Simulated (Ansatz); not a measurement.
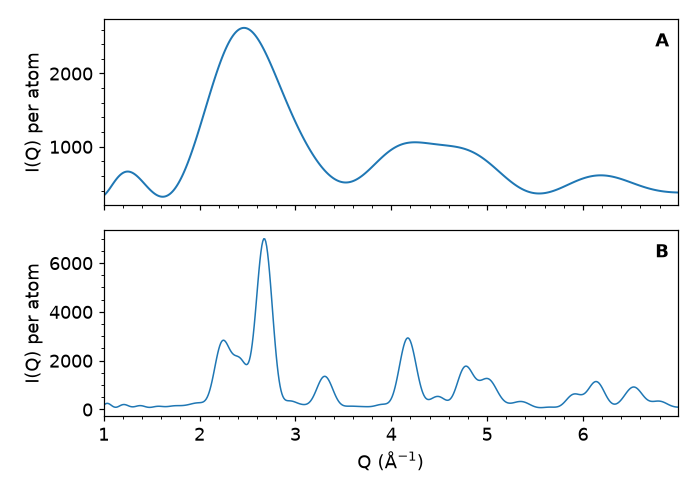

X-ray scattering of spheres cut from the crystal structure of Cd (P6_3/mmc, a = 2.982 Å, b = 2.982 Å, c = 5.597 Å, α = 90.00°, β = 90.00°, γ = 120.00°), calculated atom by atom with the Debye equation (B = 0.5 Å², no relaxation of the surface). It is based on the end point of a relaxation at fixed volume with DFT r2SCAN, scalar-relativistic, plane waves, PAW in Ansatz 0.2.0.

> The spheres are 10 and 36 Å across. Which curve is which?

curve A: 10 Å (19 atoms); curve B: 36 Å (1147 atoms). Peak widths go roughly as 2π/D, so the largest sphere has the sharpest peaks.

> Index the main peaks of the largest sphere.

Q ≈ 2.25 Å⁻¹: 002; Q ≈ 2.67 Å⁻¹: 101; Q ≈ 3.31 Å⁻¹: 102; Q ≈ 4.17 Å⁻¹: 103 + 110; Q ≈ 4.78 Å⁻¹: 112; Q ≈ 6.14 Å⁻¹: 105 + 114.
